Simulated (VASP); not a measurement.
Band structure of GaSe (space group P6_3/mmc). These are PBEsol GGA, VASP's PBE PAW potentials (set 64) (plane waves; VASP) values and carry that method's errors.

Without a dispersion term in the relaxation, distances and binding between the weakly bound layers, chains or molecules are unreliable, and so is what depends on them.

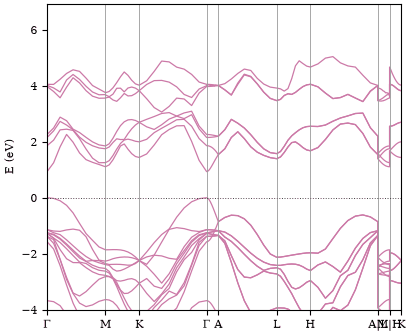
Bands along high-symmetry lines, zero at the valence-band maximum or, without a gap, the Fermi level

**Question.** Read the plot: is there a gap, and where are the band edges?

**Answer.** The gap is direct, 0.93 eV, from the valence maximum at Γ to the conduction minimum at Γ. (Edges off the drawn lines would not show.)

Measured: gap 2.02 eV (computed value off by -1.09 eV), as given by Sangtae Kim et al., Scientific Data (2020), doi:10.1038/s41597-020-00723-8.

The structure comes from a computed database's GaSe entry (P6_3/mmc), a phase known from measurement. It was relaxed first.
